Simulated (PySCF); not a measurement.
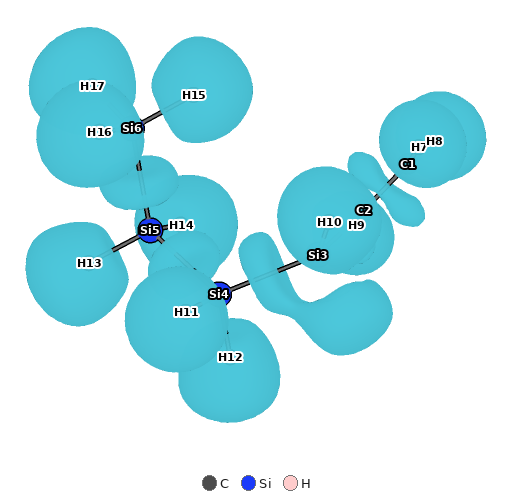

The picture shows: C₂H₁₁Si₄ (SMILES C=C[SiH][SiH2][SiH2][SiH3]) (doublet). Isosurface of the ELF at 0.8 (cyan), seen across its widest extent. Core shells and regions of very low density are left out.

Geometry: GFN2-xTB.

Theory: UKS B3LYP, pcH-1 on C H Si, non-relativistic, mean-field spin-orbit, GIAO (PySCF 2.14.0, density-fitted response routines).

The calculation's input:

```
{"job": {"kind": "epr", "basis": "pcH-1"}, "charge": 0, "multiplicity": 2}
C     -3.141506     0.308960     1.440606
C     -2.356802     0.557774     0.390162
Si    -0.978834     1.804028     0.330153
Si     0.730050     1.373719    -1.127535
Si     1.559559    -0.799439    -1.308395
Si     2.178349    -1.744162     0.705231
H     -2.997208     0.814635     2.381156
H     -3.946714    -0.408371     1.408388
H     -2.563843     0.022420    -0.530861
H     -0.733885     2.283946     1.698966
H      1.832713     2.278326    -0.752175
H      0.309064     1.869907    -2.452758
H      2.656924    -0.896848    -2.286929
H      0.494099    -1.609262    -1.926327
H      1.057592    -1.705749     1.650000
H      3.275261    -1.000256     1.330532
H      2.618181    -3.137597     0.619713
```

Run with:

```sh
OMP_NUM_THREADS=1 python probes_run.py task.json out
```

Identify the bonds, lone pairs and shells in this picture.

The ELF exceeds this value in one region between bonded C–C atoms (shared pairs), one region between bonded C–Si atoms (shared pairs), two regions between bonded Si–Si atoms (shared pairs), eleven regions around hydrogen nuclei and one region on Si in which the atom's valence shell and bonds are merged. Along the contacts the grid gives the following. C–C (1.33 Å): the ELF peaks at about 0.95 between the atoms: a short, multiple covalent bond. C–Si (1.86 Å): the ELF peaks at about 0.95 between the atoms: a covalent bond.
